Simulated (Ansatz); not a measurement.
# HfO2 (Fm-3m): following an unstable mode, part 2 of 3

Aim: this structure of HfO2 (Fm-3m) is to be tested for unstable modes, and one is followed downhill.

Ansatz 0.2.0; DFT LDA, scalar-relativistic, plane waves, PAW; PAW set soft_1.

So far, highest frequency on the path or at a solved wavevector (cm⁻¹): step 2 (phonons on a q mesh) 707. Also lowest frequency on the path (cm⁻¹): step 2 -218.

## Step 5: Energy along the mode, all amplitudes (two of the runs are shown above)

An imaginary frequency means negative curvature, so the energy should fall and then rise again as anharmonic terms take over.

Numbers from this step:

```yaml
depth_at_the_lowest_point_sampled: 16.02 meV/atom
largest_atomic_shift_at_that_point: 0.22 Å
```

Energy from the parent against largest atomic shift:

```
largest atomic shift (Å)  energy from the parent (meV/atom)
                   0.000                                  0
                   0.040                              -1.45
                   0.080                              -5.32
                   0.140                              -12.8
                   0.220                              -16.0
                   0.320                               11.1
```

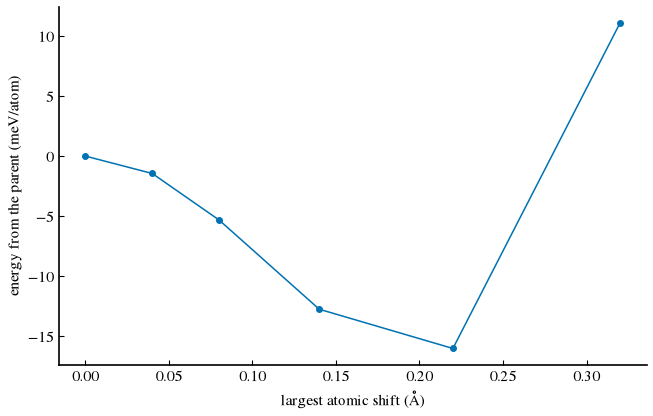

Energy from the parent against largest atomic shift.

Displacement at unit largest shift by atom:

```
atom  x (Å)  y (Å)  z (Å)  size
 Hf1   0.00   0.00   0.00  0.00
 Hf2   0.00   0.00   0.00  0.00
  O3  -1.00   0.00   0.00  1.00
  O4   1.00   0.00   0.00  1.00
  O5  -1.00   0.00   0.00  1.00
  O6   1.00   0.00   0.00  1.00
```

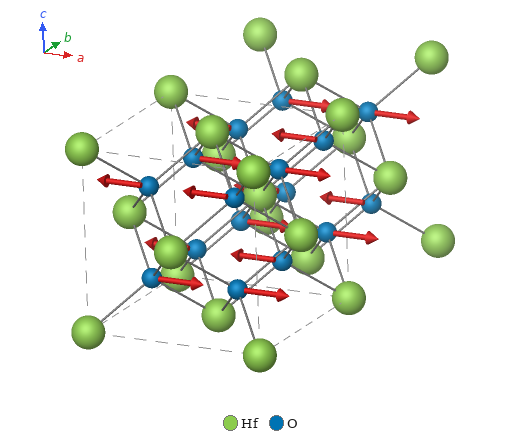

Displacement at unit largest shift as arrows, the longest 1 Å. 1×2×1 conventional cells are drawn. Some periodic images of atoms are drawn too.

The lowest of the steps tried is at 0.22 Å, 16.0 meV/atom below the parent; the bottom of the well need not coincide with a step.

## Step 6: Relaxation from the frozen mode

Starting from the lowest point found, all atoms and the cell are let go, so that strain and other modes of the same symmetry can join in.

Input file input.yaml:

```yaml
crystal:
  lattice:
    - [0.0, -2.5008662479, -2.5008662479]
    - [0.0, 2.5008662479, -2.5008662479]
    - [5.0017324957, 0.0, 0.0]
  atoms:
    - { symbol: Hf, position: [0.0, 0.0, 0.0] }
    - { symbol: Hf, position: [0.5, 0.5, 0.5] }
    - { symbol: O, position: [0.0, 0.5, 0.7060152407] }
    - { symbol: O, position: [0.5, 0.0, 0.2939847593] }
    - { symbol: O, position: [0.0, 0.5, 0.2060152407] }
    - { symbol: O, position: [0.5, 0.0, 0.7939847593] }
kpoints:
  mp_grid: { grid: [6, 6, 6] }
hamiltonian:
  xc: lda
  pseudopotentials: { kind: paw, azcp: { folder: soft_1 }, xc_functional: pbe }
scf:
  occupations: { method: fixed }
output:
  forces: true
  stress: true
  eigenvalues: true
relax:
  adjacent_minimum: "off"
  f_tol: 0.002
  max_steps: 120
  cell: { stress_tol: 0.03 }
```

Launch:

```sh
ansatz run input.yaml --threads 4 --pin off --max-ram 10240MiB --backend cpu --events-out ev --progress --plain --runs-dir out
```

Numbers of over 12 decimals in the logs are rounded to 6 here.

Log:

```text
[...]
Crystal: 6 atoms, lattice volume = 62.565 Å³
Basis set: ecut = 420 eV, 1229 PW (Γ)
Bands: 46, of which v1, the nominal top of the filled ones, is band 38 counted from 1 (37 counted from 0)
Symmetry: 16 space group operations
[...]
k-points: 40 of 216
[...]
SCF iter   1: F=—  HF=-33188.858366 eV  |F-HF|=—  |Δ(HF+E_count)|=         —  Δρ=9.27e-2  dr2=4.23e0  ethr=3.10e-3  ⟨swp⟩=4.2  Hψ=5142  notcnv=0  defer=172
[...]
SCF iter  10: F=-33187.336337 eV  HF=-33187.336337 eV  |F-HF|=8.73e-11  |Δ(HF+E_count)|=   1.24e-8  Δρ=5.78e-7  dr2=1.03e-10  ethr=2.43e-11  ⟨swp⟩=3.0  Hψ=6916  notcnv=0
SCF 1 converged in 10 iterations: F = -33187.336337 eV  dr2 = 1.03e-10
[...]
relax step   1: F+E_penalty+E_count = -33187.33633713 eV  Δ(F+E_penalty+E_count) = +0.000e0 eV  max|allowed force component| = 9.364e-2 eV/Å  Δτ_max = 0.0000 Å  P = +4.937 GPa  Ω = 62.565 Å³  (10 SCF iters, dr2 threshold 1.00e-7 eV, accepted)
Crystal: 6 atoms, lattice volume = 63.902 Å³
Basis set: ecut = 420 eV, 1269 PW (Γ)
[...]
iter 1 solved again at ethr=1.18e-5 eV; its pass at ethr=3.10e-3 eV (dr2=8.98e-3 eV) is discarded
[...]
SCF iter   7: F=-33187.331216 eV  HF=-33187.331216 eV  |F-HF|=4.06e-8  |Δ(HF+E_count)|=   9.74e-8  Δρ=1.40e-5  dr2=8.63e-8  ethr=7.89e-10  ⟨swp⟩=11.7  Hψ=10451  notcnv=0
SCF 2 converged in 7 iterations: F = -33187.331216 eV  dr2 = 8.63e-8
relax step   2: F+E_penalty+E_count = -33187.33121633 eV  Δ(F+E_penalty+E_count) = +5.121e-3 eV  max|allowed force component| = 1.559e-1 eV/Å  Δτ_max = 0.0030 Å  P = -0.774 GPa  Ω = 63.902 Å³  energy of the carried Pulay correction = -6.249e-3 eV  (7 SCF iters, dr2 threshold 6.00e-7 eV, accepted)
Crystal: 6 atoms, lattice volume = 63.640 Å³
Basis set: ecut = 420 eV, 1253 PW (Γ)
[...]
SCF iter   6: F=-33187.364211 eV  HF=-33187.364211 eV  |F-HF|=1.77e-8  |Δ(HF+E_count)|=   7.69e-7  Δρ=1.75e-5  dr2=1.06e-7  ethr=7.89e-10  ⟨swp⟩=11.7  Hψ=10465  notcnv=0
SCF 3 converged in 6 iterations: F = -33187.364211 eV  dr2 = 1.06e-7
relax step   3: F+E_penalty+E_count = -33187.36421059 eV  Δ(F+E_penalty+E_count) = -3.299e-2 eV  max|allowed force component| = 3.603e-2 eV/Å  Δτ_max = 0.0040 Å  P = +0.252 GPa  Ω = 63.640 Å³  energy of the carried Pulay correction = -5.034e-3 eV  (6 SCF iters, dr2 threshold 6.00e-7 eV, accepted)
[...]
relax step   4: F+E_penalty+E_count = -33187.36459249 eV  Δ(F+E_penalty+E_count) = -3.819e-4 eV  max|allowed force component| = 1.572e-2 eV/Å  Δτ_max = 0.0049 Å  P = +0.433 GPa  Ω = 63.656 Å³  energy of the carried Pulay correction = -5.109e-3 eV  (4 SCF iters, dr2 threshold 4.15e-7 eV, accepted)
[...]
relax step   5: F+E_penalty+E_count = -33187.36358073 eV  Δ(F+E_penalty+E_count) = +1.012e-3 eV  max|allowed force component| = 3.424e-4 eV/Å  Δτ_max = 0.0069 Å  P = -0.432 GPa  Ω = 63.926 Å³  energy of the carried Pulay correction = -6.357e-3 eV  (5 SCF iters, dr2 threshold 6.00e-7 eV, accepted)
[...]
relax step   6: F+E_penalty+E_count = -33187.36428318 eV  Δ(F+E_penalty+E_count) = -7.025e-4 eV  max|allowed force component| = 2.767e-4 eV/Å  Δτ_max = 0.0017 Å  P = -0.007 GPa  Ω = 63.809 Å³  energy of the carried Pulay correction = -5.819e-3 eV  (4 SCF iters, dr2 threshold 5.90e-7 eV, accepted)
[...]
relax step   7: F+E_penalty+E_count = -33187.37142906 eV  Δ(F+E_penalty+E_count) = -7.146e-3 eV  max|allowed force component| = 1.036e-3 eV/Å  Δτ_max = 0.0000 Å  P = +0.158 GPa  Ω = 63.809 Å³  stress off target by 2.98e-1 GPa  SCF on the basis re-selected at this cell (its energy is not comparable with the rows above)  (8 SCF iters)
[...]
relax step   8: F+E_penalty+E_count = -33187.37124656 eV  Δ(F+E_penalty+E_count) = +1.825e-4 eV  max|allowed force component| = 2.018e-4 eV/Å  Δτ_max = 0.0011 Å  P = +0.006 GPa  Ω = 63.859 Å³  energy of the carried Pulay correction = -2.251e-4 eV  (4 SCF iters, dr2 threshold 2.21e-7 eV, accepted)
[...]
SCF iter   7: F=-33187.371487 eV  HF=-33187.371487 eV  |F-HF|=7.28e-12  |Δ(HF+E_count)|=  1.46e-11  Δρ=6.65e-8  dr2=1.99e-12  ethr=1.00e-12  ⟨swp⟩=5.3  Hψ=9852  notcnv=0
SCF 9 converged in 7 iterations: F = -33187.371487 eV  dr2 = 1.99e-12
relax step   9: F+E_penalty+E_count = -33187.37148743 eV  Δ(F+E_penalty+E_count) = -2.409e-4 eV  max|allowed force component| = 2.312e-4 eV/Å  Δτ_max = 0.0000 Å  P = +0.008 GPa  Ω = 63.859 Å³  stress off target by 9.79e-3 GPa  SCF on the basis re-selected at this cell (its energy is not comparable with the rows above)  (7 SCF iters)
[...]
SCF converged after 7 iterations
Free energy (F): -33187.371487 eV
[...]
Internal energy: -33187.371487 eV  (E = F + TS)
E sigma→0 (E₀):  -33187.371487 eV
Fermi energy:    14.134695 eV
[...]
--- Forces (eV/Å), atoms counted from 1 ---
  atom   1  Hf     0.00000000    -0.00000000    -0.00000000
  atom   2  Hf    -0.00000000     0.00000000     0.00000000
  atom   3  O      0.00023123     0.00000000     0.00000000
  atom   4  O     -0.00023123     0.00000000     0.00000000
  atom   5  O      0.00023123    -0.00000000    -0.00000000
  atom   6  O     -0.00023123    -0.00000000    -0.00000000
  max |Σ_I F_I| component: 5.20e-18 eV/Å
--- Stress (GPa, compression-positive) ---
        0.005091      -0.000000       0.000000
       -0.000000       0.009786      -0.000000
        0.000000      -0.000000       0.009786
  P = ⅓ Tr σ = 0.0082 GPa (0.082 kbar)
--- Band table (eV; the first three rows and the last of 40) ---
  k-point 0: bands = [... 34 lower, 13.5840, 13.9904, 14.0007, 14.0007, 18.6199, 18.6704, 19.8092, 20.2494, ... 4 higher]
  k-point 1: bands = [... 34 lower, 13.0511, 13.5787, 14.0204, 14.0204, 18.7578, 18.7783, 19.8271, 20.1185, ... 4 higher]
  k-point 2: bands = [... 34 lower, 13.3805, 13.3805, 14.0579, 14.0579, 19.0068, 19.1857, 19.7850, 19.8413, ... 4 higher]
  k-point 39: bands = [... 34 lower, 12.7047, 12.7047, 14.1347, 14.1347, 20.0042, 20.0042, 20.1874, 20.1874, ... 4 higher]
--- Relaxed structure (7 steps of the walk, 7 accepted, 2 SCFs on fresh bases) ---
  F+E_penalty+E_count = -33187.37148743 eV   max|allowed force component| = 2.312e-4 eV/Å   (the final SCF, on the basis selected at the relaxed cell)
  cell:  # Å, volume = 63.8594 Å³
    - [0, -2.501314, -2.501314]
    - [0, 2.501314, -2.501314]
    - [5.103383, 0, 0.0]
  atoms:
    - { symbol: Hf, position: [0, 0, 0] }
    - { symbol: Hf, position: [0.5, 0.5, 0.500000] }
    - { symbol: O, position: [0.0, 0.5, 0.703593] }
    - { symbol: O, position: [0.5, 0.0, 0.296407] }
    - { symbol: O, position: [0.0, 0.5, 0.203593] }
    - { symbol: O, position: [0.5, 0.0, 0.796407] }
```

Elapsed: 14 s, on 4 threads of Arm Neoverse V2, shared host; peak memory 0.43 GiB; 53 s of CPU time.

Relaxation path:

```
step  energy less that of the first step (eV)  largest force component (eV/Å)  pressure (GPa)  volume (Å³)
   1                                   0.0000                          0.0936            4.94        62.56
   2                                   0.0051                          0.1559           -0.77        63.90
   3                                  -0.0279                          0.0360            0.25        63.64
   4                                  -0.0283                          0.0157            0.43        63.66
   5                                  -0.0272                          0.0003           -0.43        63.93
   6                                  -0.0279                          0.0003           -0.01        63.81
  7*                                  -0.0351                          0.0010            0.16        63.81
   8                                  -0.0349                          0.0002            0.01        63.86
  9*                                  -0.0351                          0.0002            0.01        63.86
```

Relaxation steps marked * repeat the geometry before them on a plane-wave basis chosen anew for their cell, so energy and pressure can jump there.

Forces are held to the 16 operations that the run works with; a distortion that breaks them can't arise in this run.

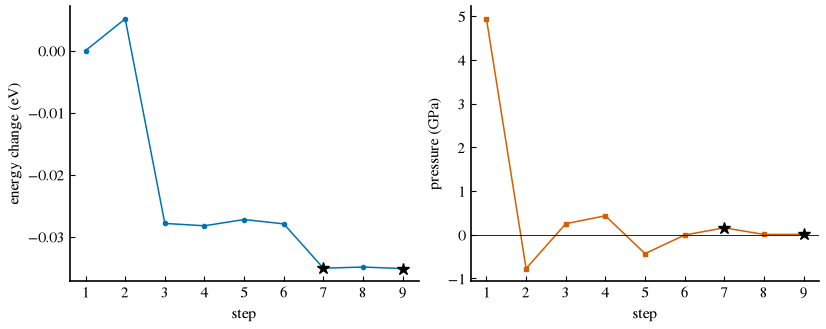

Energy and pressure along the relaxation. Stars mark steps on a basis chosen anew.

```
conventional cell, symmetrised  before  after  change
                         a (Å)   3.537  3.537  +0.0 %
                         b (Å)   3.537  3.537  +0.0 %
                         c (Å)   5.002  5.103  +2.0 %
              volume (Å³/atom)   10.43  10.64  +2.1 %
```

The atoms that moved most (Å, as changes of fractional coordinates times the final cell):

```
atom      dx     dy     dz  length
  O6   0.012  0.000  0.000   0.012
  O5  -0.012  0.000  0.000   0.012
  O4   0.012  0.000  0.000   0.012
  O3  -0.012  0.000  0.000   0.012
```

The relaxed structure:

```xyz
6
Lattice="0.0000 -2.5013 -2.5013 0.0000 2.5013 -2.5013 5.1034 0.0000 0.0000" Properties=species:S:1:pos:R:3 pbc="T T T"
Hf    0.0000    0.0000    0.0000
Hf    2.5517    0.0000   -2.5013
O     3.5907    1.2507   -1.2507
O     1.5127   -1.2507   -1.2507
O     1.0390    1.2507   -1.2507
O     4.0644   -1.2507   -1.2507
```

Numbers from this step:

| Quantity | Value |
| --- | --- |
| pressure | 0.008221 GPa |
| gap on the k-mesh | 4.485 eV |
| volume per atom | 10.64 Å³ |

The distorted start has space group P4_2/nmc; the relaxation ends in P4_2/nmc.

## Step 7: The new phase in its own primitive cell

The relaxed structure is symmetrised, reduced to its primitive cell and relaxed tightly, as its phonons need.

input.yaml, the sections that differ from step 6:

```yaml
crystal:
  lattice:
    - [3.5373926512, 0.0, 0.0]
    - [0.0, 3.5373926512, 0.0]
    - [0.0, 0.0, 5.103383311]
  atoms:
    - { symbol: Hf, position: [0.0, 0.0, 0.0] }
    - { symbol: Hf, position: [0.5, 0.5, 0.5] }
    - { symbol: O, position: [0.0, 0.5, 0.7035929502] }
    - { symbol: O, position: [0.5, 0.0, 0.2964070498] }
    - { symbol: O, position: [0.0, 0.5, 0.2035929502] }
    - { symbol: O, position: [0.5, 0.0, 0.7964070498] }
relax:
  adjacent_minimum: "off"
  f_tol: 0.001
  max_steps: 60
  cell: { stress_tol: 0.01 }
# kpoints, hamiltonian, scf, output: as in step 6
```

Log:

```text
[...]
Crystal: 6 atoms, lattice volume = 63.859 Å³
Basis set: ecut = 420 eV, 1253 PW (Γ)
Bands: 46, of which v1, the nominal top of the filled ones, is band 38 counted from 1 (37 counted from 0)
Symmetry: 16 space group operations
[...]
k-points: 40 of 216
[...]
cell:  # Å, volume = 63.8594 Å³
    - [3.5373926512, 0.0, 0.0]
    - [0.0, 3.5373926512, 0.0]
    - [0.0, 0.0, 5.103383311]
  atoms:
    - { symbol: Hf, position: [0.0, 0.0, 0.0] }
    - { symbol: Hf, position: [0.500000, 0.500000, 0.500000] }
    - { symbol: O, position: [0.0, 0.500000, 0.703593] }
    - { symbol: O, position: [0.500000, 0.0, 0.2964070498] }
    - { symbol: O, position: [0.0, 0.500000, 0.203593] }
    - { symbol: O, position: [0.500000, 0.0, 0.796407] }
[key lines of the parts left out:]
SCF converged after 5 iterations
Free energy (F): -33187.371487 eV
Fermi energy:    14.134694 eV
P = ⅓ Tr σ = 0.0082 GPa (0.082 kbar)
```

Elapsed: 3.7 s, on 4 threads; peak memory 0.42 GiB; 13 s of CPU time.

Little changed from the start: no atom moved by 0.005 Å and no cell edge by 0.1 %.

This step gave:

```
pressure           : 0.008213 GPa
direct gap on mesh : 4.619 eV
```

The largest force component left is 0.23 meV/Å and the pressure is 0.008 GPa, within the tolerances set. The cell now holds 10.64 Å³/atom.

(Continued in part 3 of 3.)

[Logs are printed without paths, hosts, clocks, repeated set-up lines and the standing remarks that a program may print on its own settings, such as how far it seeks lower states.]

[Hosts, paths, dates, database ids (printed as entryN), source tags and the programs' standing remarks are cut or masked in the printed files.]
